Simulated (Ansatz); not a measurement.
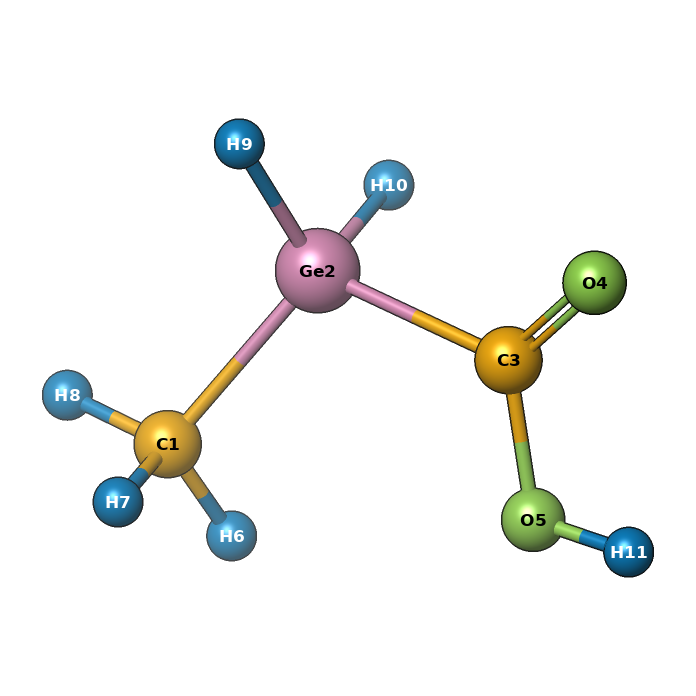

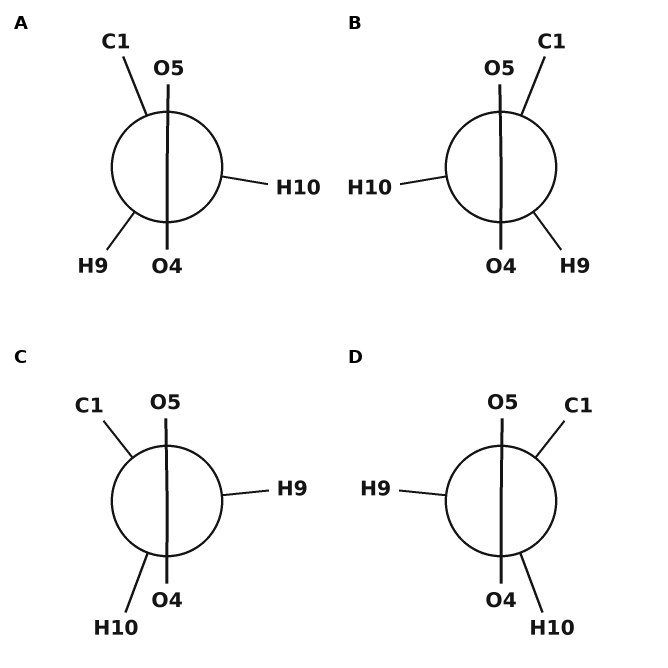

Atoms fade into the background with distance from the viewer. Bonds that would overlap in a projection are set slightly apart. Computed geometry: PBE0-D4/def2-TZVP optimisation. No frequency run is at hand to confirm it as a minimum.

Q: Which Newman projection shows the view along C3–Ge2, with C3 in front?

A: B. The torsion angle O5–C3–Ge2–C1 is 22°, synperiplanar.
